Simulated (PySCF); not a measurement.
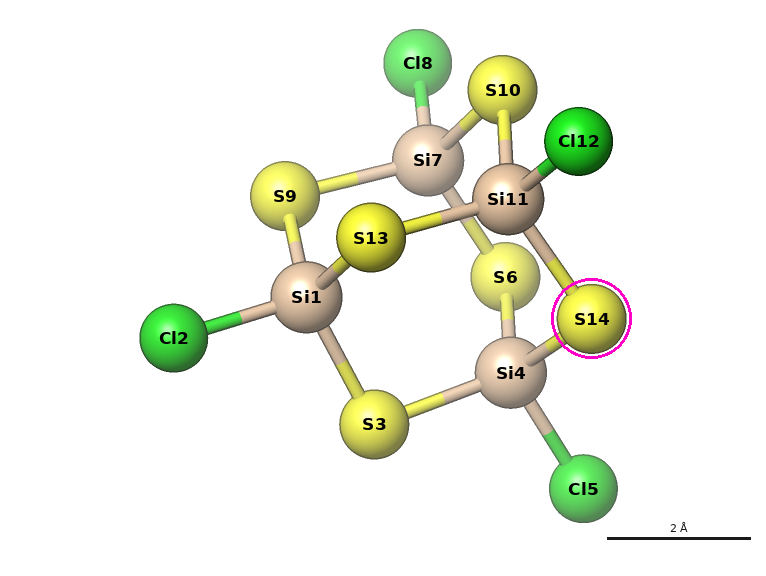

Orthographic view. Atoms fade into the background with distance from the viewer. The geometry was computed by an optimisation with PBE0-D3(BJ)/def2-SVP. No frequency run is at hand to confirm it as a minimum.

Which atoms are bonded to the circled atom?

Answer. The circled atom is S14; it is bonded to Si4, Si11.

Of Si4 and S14, which is nearer the viewer?

Answer. S14; the bond to Si4 points away from the viewer, so it looks shorter than its 2.14 Å.

Which atom is nearest the viewer?

Answer. Cl12, 3.2 Å in front of the mean position.

Which atom is farthest from the viewer?

Answer. Cl8, 3.0 Å behind the mean position.
